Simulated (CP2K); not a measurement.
# SiH4O (silanol) at B3LYP/6-31G(d) (spherical functions)

What is the vertical singlet–triplet gap of SiH4O (silanol) at B3LYP/6-31G* (spherical functions)? 

The calculation is run with CP2K 2026.2.

8 further runs of the same task are left out: 5 that didn't finish, 3 set aside as unsound or not needed.

### 1 Starting point

SiH4O has 6 atoms, charge 0, and is taken as a singlet. As SMILES, `O[SiH3]`. The shape is that of a PBE0-D4/def2-TZVP optimisation.

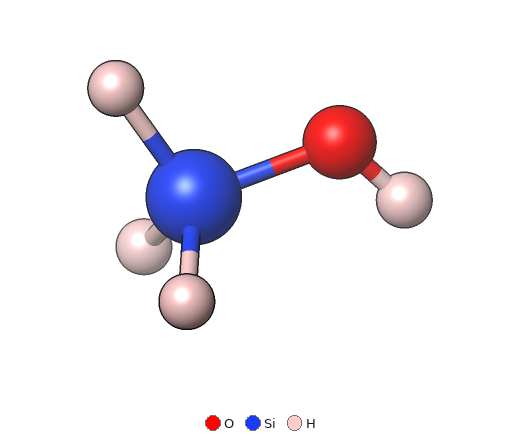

The structure, seen from a chosen angle (oxygen red, silicon blue, hydrogen pink).

### 2 A single-point energy at B3LYP/6-31G(d) (spherical functions)

run.inp reads:

```
&GLOBAL
  PROJECT_NAME run
  RUN_TYPE ENERGY
  PRINT_LEVEL MEDIUM
&END GLOBAL

&FORCE_EVAL
  METHOD QS
  &DFT
    BASIS_SET_FILE_NAME ./6_31gs.basis
    POTENTIAL_FILE_NAME POTENTIAL
    &QS
      METHOD GAPW
      EPS_DEFAULT 1.0E-10
    &END QS
    # plane-wave cutoff in Ry
    &MGRID
      CUTOFF 280
      REL_CUTOFF 50
      NGRIDS 4
    &END MGRID
    # cluster boundary conditions
    &POISSON
      PERIODIC NONE
      POISSON_SOLVER MULTIPOLE
    &END POISSON
    # self-consistent field
    &SCF
      SCF_GUESS ATOMIC
      EPS_SCF 1.0E-07
      MAX_SCF 150
      ADDED_MOS 3
      &DIAGONALIZATION
        ALGORITHM STANDARD
      &END DIAGONALIZATION
      &MIXING
        METHOD DIRECT_P_MIXING
        ALPHA 0.4
      &END MIXING
    &END SCF
    # functional
    &XC
      &XC_FUNCTIONAL
        &HYB_GGA_XC_B3LYP
        &END HYB_GGA_XC_B3LYP
      &END XC_FUNCTIONAL
      &HF
        FRACTION 0.2
        &SCREENING
          EPS_SCHWARZ 1.0E-10
        &END SCREENING
        &MEMORY
          MAX_MEMORY 1050
        &END MEMORY
      &END HF
    &END XC
    &PRINT
      &MOMENTS
        PERIODIC F
        REFERENCE COM
        MAX_MOMENT 1
      &END MOMENTS
      &MO ON
        ENERGIES T
        OCCUPATION_NUMBERS T
        NDIGITS 6
        &EACH
          QS_SCF 0
        &END EACH
        ADD_LAST NUMERIC
      &END MO
      &LOWDIN ON
      &END LOWDIN
      &HIRSHFELD OFF
      &END HIRSHFELD
    &END PRINT
  &END DFT
  &SUBSYS
    # box in angstrom
    &CELL
      ABC 9.2 9.8 9.1
      PERIODIC NONE
    &END CELL
    &COORD
      O      0.636700    -1.030300     0.419000
      Si    -0.035700     0.346500    -0.187000
      H      0.069100    -1.629200     0.904700
      H     -1.128300     0.045700    -1.152800
      H      1.060500     1.064900    -0.875600
      H     -0.602300     1.202400     0.891700
    &END COORD
    &TOPOLOGY
      &CENTER_COORDINATES
      &END CENTER_COORDINATES
    &END TOPOLOGY
    &KIND O
      BASIS_SET 6-31Gs
      POTENTIAL ALL
      LEBEDEV_GRID 194
      RADIAL_GRID 100
    &END KIND
    &KIND Si
      BASIS_SET 6-31Gs
      POTENTIAL ALL
      LEBEDEV_GRID 194
      RADIAL_GRID 100
    &END KIND
    &KIND H
      BASIS_SET 6-31Gs
      POTENTIAL ALL
      LEBEDEV_GRID 194
      RADIAL_GRID 100
    &END KIND
  &END SUBSYS
&END FORCE_EVAL
```

Run with:

```bash
OMP_NUM_THREADS=1 cp2k.psmp -i run.inp -o run.out
```

Log:

```text
CP2K| version string:                                       CP2K version 2026.2
[...]
 GLOBAL| Method name                                                        CP2K
[...]
 GLOBAL| Run type                                                         ENERGY
[...]
 DFT| Spin restricted Kohn-Sham (RKS) calculation                            RKS
 DFT| Multiplicity                                                             1
[...]
 DFT| Charge                                                                   0
[...]
 FUNCTIONAL| HYB_GGA_XC_B3LYP:
[...]
 QS| Method:                                                                GAPW
[...]
 QS| Density cutoff [a.u.]:                                                140.0
[...]
 QS| Relative density cutoff [a.u.]:                                        25.0
[...]
                             - Atoms:                                          6
[...]
                             - Spherical basis functions:                     40
[...]
 Number of electrons:                                                         26
[...]
     1 P_Mix/Diag. 0.40E+00    3.2     0.49990487      -367.2383094277 -3.67E+02
[...]
    13 DIIS/Diag.  0.89E-07    1.4     0.00000005      -367.1396079133 -3.98E-13
  *** SCF run converged in    13 steps ***
[...]
  Overlap energy of the core charge distribution:               0.00000017650350
  Self energy of the core charge distribution:               -204.21242330807365
  Core Hamiltonian energy:                                   -166.11610251502984
  Hartree energy:                                              57.08541155558011
  Exchange-correlation energy:                                 -8.76041835850407
  Hartree-Fock Exchange energy:                                -6.01127614608054
[...]
                     Mulliken Population Analysis
 #  Atom  Element  Kind  Atomic population                           Net charge
       1     O        1          8.716211                             -0.716211
       2     Si       2         13.426479                              0.573521
       3     H        3          0.576106                              0.423894
       4     H        3          1.100493                             -0.100493
       5     H        3          1.079824                             -0.079824
       6     H        3          1.100887                             -0.100887
 # Total charge                             26.000000                 -0.000000
[...]
  Dipole moment [Debye]
    X= -0.1262659E+01 Y= -0.4523986E+00 Z=  0.5834749E+00  Total=      1.4626740
 ENERGY| Total FORCE_EVAL ( QS ) energy [hartree]           -367.139607913304076
[...]
```

Run time: 28 s. Hardware: 1 thread of Intel Xeon 6975P-C (Granite Rapids), shared host; peak memory 0.54 GiB.

### 3 The triplet at the same level

gas.inp reads:

```
&GLOBAL
 PROJECT_NAME gas
 RUN_TYPE ENERGY
 PRINT_LEVEL MEDIUM
&END GLOBAL
&FORCE_EVAL
 METHOD QUICKSTEP
 &DFT
  BASIS_SET_FILE_NAME ./6_31gs.basis
  POTENTIAL_FILE_NAME POTENTIAL
  MULTIPLICITY 3
  UKS T
  &QS
   METHOD GAPW
   EPS_DEFAULT 1.0E-10
  &END QS
  &MGRID
   CUTOFF 280
   REL_CUTOFF 50
   NGRIDS 4
  &END MGRID
  &POISSON
   PERIODIC NONE
   POISSON_SOLVER MULTIPOLE
  &END POISSON
  &SCF
   SCF_GUESS ATOMIC
   EPS_SCF 1.0E-06
   MAX_SCF 30
   &OT
    MINIMIZER DIIS
    PRECONDITIONER FULL_ALL
   &END OT
   &OUTER_SCF
    EPS_SCF 1.0E-06
    MAX_SCF 10
   &END OUTER_SCF
  &END SCF
  &XC
   &XC_FUNCTIONAL
    &HYB_GGA_XC_B3LYP
    &END HYB_GGA_XC_B3LYP
   &END XC_FUNCTIONAL
   &HF
    FRACTION 0.2
    &SCREENING
     EPS_SCHWARZ 1.0E-10
    &END SCREENING
    &MEMORY
     MAX_MEMORY 1050
    &END MEMORY
   &END HF
  &END XC
  &PRINT
   &MOMENTS
    PERIODIC F
    REFERENCE COM
    MAX_MOMENT 1
   &END MOMENTS
   &MO_CUBES
    NLUMO 5
    NHOMO -1
    WRITE_CUBE F
   &END MO_CUBES
   &LOWDIN ON
   &END LOWDIN
   &HIRSHFELD OFF
   &END HIRSHFELD
  &END PRINT
 &END DFT
 &SUBSYS
  &CELL
   ABC 9.2 9.8 9.1
   PERIODIC NONE
  &END CELL
  &COORD
   O      5.270600     4.083100     5.093050
   Si     4.598200     5.459900     4.487050
   H      4.703000     3.484200     5.578750
   H      3.505600     5.159100     3.521250
   H      5.694400     6.178300     3.798450
   H      4.031600     6.315800     5.565750
  &END COORD
  &KIND O
   BASIS_SET 6-31Gs
   POTENTIAL ALL
   LEBEDEV_GRID 194
   RADIAL_GRID 100
  &END KIND
  &KIND Si
   BASIS_SET 6-31Gs
   POTENTIAL ALL
   LEBEDEV_GRID 194
   RADIAL_GRID 100
  &END KIND
  &KIND H
   BASIS_SET 6-31Gs
   POTENTIAL ALL
   LEBEDEV_GRID 194
   RADIAL_GRID 100
  &END KIND
 &END SUBSYS
&END FORCE_EVAL
```

Run with:

```bash
OMP_NUM_THREADS=1 cp2k.psmp -i gas.inp > gas.out 2>&1
```

Log:

```text
CP2K| version string:                                       CP2K version 2026.2
[...]
 GLOBAL| Method name                                                        CP2K
[...]
 GLOBAL| Run type                                                         ENERGY
[...]
 DFT| Spin unrestricted (spin-polarized) Kohn-Sham calculation               UKS
 DFT| Multiplicity                                                             3
[...]
 DFT| Charge                                                                   0
[...]
 FUNCTIONAL| HYB_GGA_XC_B3LYP:
[...]
 QS| Method:                                                                GAPW
[...]
 QS| Density cutoff [a.u.]:                                                140.0
[...]
 QS| Relative density cutoff [a.u.]:                                        25.0
[...]
                             - Atoms:                                          6
[...]
                             - Spherical basis functions:                     40
[...]
 Number of electrons:                                                         14
[...]
     1 OT DIIS     0.15E+00    5.1     0.41475060      -337.8771385428 -3.38E+02
[...]
    19 OT DIIS     0.15E+00    3.9     0.00000076      -366.8857036872 -4.12E-09
  *** SCF run converged in    19 steps ***
[...]
  Overlap energy of the core charge distribution:               0.00000017650350
  Self energy of the core charge distribution:               -204.21242330807365
  Core Hamiltonian energy:                                   -166.18271399544972
  Hartree energy:                                              57.26126300180529
  Exchange-correlation energy:                                 -8.65833903848108
  Hartree-Fock Exchange energy:                                -5.97504986916469
[...]
                     Mulliken Population Analysis
 #  Atom  Element  Kind  Atomic population (alpha,beta) Net charge  Spin moment
       1     O        1         4.416923     3.857666    -0.274589     0.559257
       2     Si       2         7.530300     6.613727    -0.144028     0.916573
       3     H        3         0.407626     0.253874     0.338500     0.153752
       4     H        3         0.575331     0.371834     0.052835     0.203497
       5     H        3         0.494599     0.529899    -0.024498    -0.035299
       6     H        3         0.575221     0.373000     0.051779     0.202221
 # Total charge and spin       14.000000    12.000000     0.000000     2.000000
[...]
  Dipole moment [Debye]
    X= -0.7361179E+00 Y= -0.8282141E+00 Z=  0.6509997E+00  Total=      1.2851493
[...]
 HOMO - LUMO gap [eV] :    2.131018
 ENERGY| Total FORCE_EVAL ( QS ) energy [hartree]           -366.885703687242653
[...]
```

Run time: 3 min. Hardware: 1 thread of Intel Xeon 6975P-C (Granite Rapids), shared host; peak memory 0.65 GiB.

### 4 What came out

Level: B3LYP/6-31G* (spherical functions).

```
                                        quantity          value
                           singlet: total energy  -367.13961 Eh
                          singlet: dipole moment         1.46 D
                            singlet: HOMO energy       -8.21 eV
                            singlet: LUMO energy        0.29 eV
                          singlet: HOMO–LUMO gap        8.50 eV
                           triplet: total energy  -366.88570 Eh
                          triplet: dipole moment         1.29 D
     triplet: HOMO energy (highest over α and β)       -1.96 eV
                                   triplet: ⟨S²⟩          2.007
vertical energy of the triplet above the singlet       6.909 eV
```

**Reading.** At this shape the triplet lies 6.91 eV (159 kcal/mol) above the singlet.
